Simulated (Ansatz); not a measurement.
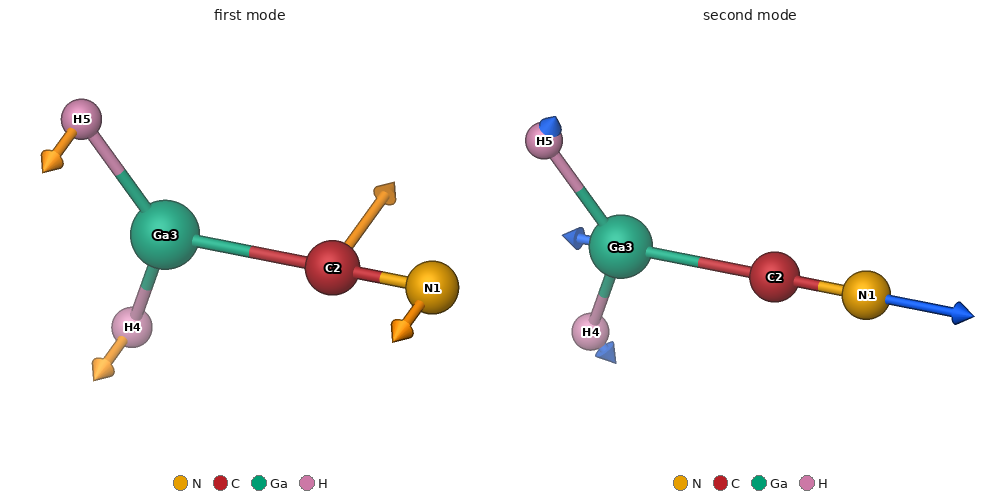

The system is CH2GaN, SMILES N#[C][GaH2]; the picture shows the reference structure; its two panels give the patterns of the first and the second mode as arrows. The first coordinate is: normal mode 1 (203 cm⁻¹); the second: normal mode 3 (453 cm⁻¹). Nothing is relaxed (straight displacements along the two mass-weighted modes). The grid has 9 × 9 points. Energies are in kJ/mol, from the lowest grid point. Level of theory: Ansatz 0.2.0, RKS r2SCAN-D4/def2-TZVP.

Its coordinates:

```yaml
atoms:
  - { symbol: N, position_ang: [1.7002, -1.0677, 1.2651] }
  - { symbol: C, position_ang: [0.8724, -0.5516, 0.6407] }
  - { symbol: Ga, position_ang: [-0.5177, 0.3140, -0.4057] }
  - { symbol: H, position_ang: [-1.7417, -0.5615, -0.7624] }
  - { symbol: H, position_ang: [-0.2632, 1.7931, -0.7791] }
```

Range: normal mode 1 (203 cm⁻¹) from −1.87 to 1.87 amu½·Å; normal mode 3 (453 cm⁻¹) from −1.63 to 1.63 amu½·Å.

**What landscape does the calculation give?**

The lowest grid point is at normal mode 1 (203 cm⁻¹) = 0.00 amu½·Å, normal mode 3 (453 cm⁻¹) = 0.00 amu½·Å. It is the only kind of minimum in the scanned range. The highest grid point, normal mode 1 (203 cm⁻¹) = 1.87 amu½·Å, normal mode 3 (453 cm⁻¹) = 1.63 amu½·Å, lies 248 kJ/mol above the lowest.

| normal mode 3 (453 cm⁻¹) ↓, normal mode 1 (203 cm⁻¹) → | −1.87 | −1.40 | −0.93 | −0.47 | 0.00 | 0.47 | 0.93 | 1.40 | 1.87 |
| --- | --- | --- | --- | --- | --- | --- | --- | --- | --- |
| 1.63 | 248 | 150 | 92 | 67 | 61 | 67 | 92 | 151 | 248 |
| 1.22 | 220 | 124 | 67 | 44 | 38 | 44 | 67 | 124 | 221 |
| 0.81 | 195 | 100 | 45 | 24 | 19 | 24 | 45 | 100 | 196 |
| 0.41 | 174 | 80 | 28 | 9 | 5 | 9 | 28 | 81 | 174 |
| 0.00 | 159 | 68 | 19 | 2 | 0 | 2 | 19 | 68 | 159 |
| −0.41 | 152 | 65 | 21 | 8 | 7 | 8 | 21 | 65 | 152 |
| −0.81 | 158 | 77 | 39 | 31 | 31 | 31 | 39 | 77 | 157 |
| −1.22 | 181 | 109 | 80 | 78 | 81 | 78 | 80 | 109 | 181 |
| −1.63 | 230 | 171 | 154 | 161 | 168 | 162 | 154 | 171 | 229 |

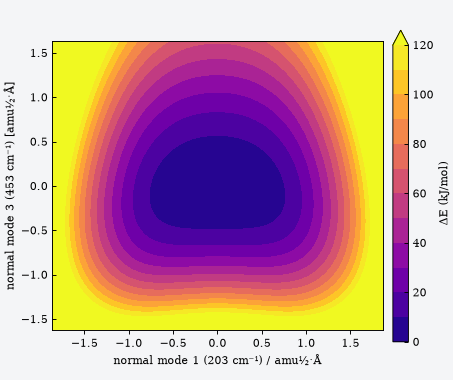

In the figure: filled contours, one colour for all values above the top of the scale. Between grid points the surface is interpolated.

Each point was launched as `ansatz run input.yaml --threads 1 --pin off --max-ram 2560MiB --backend cpu --events-out ev --progress --plain --runs-dir out`. Time for the 81 points that were run: 8.6 min on 1 thread of Arm Neoverse V2, with other jobs on the host.
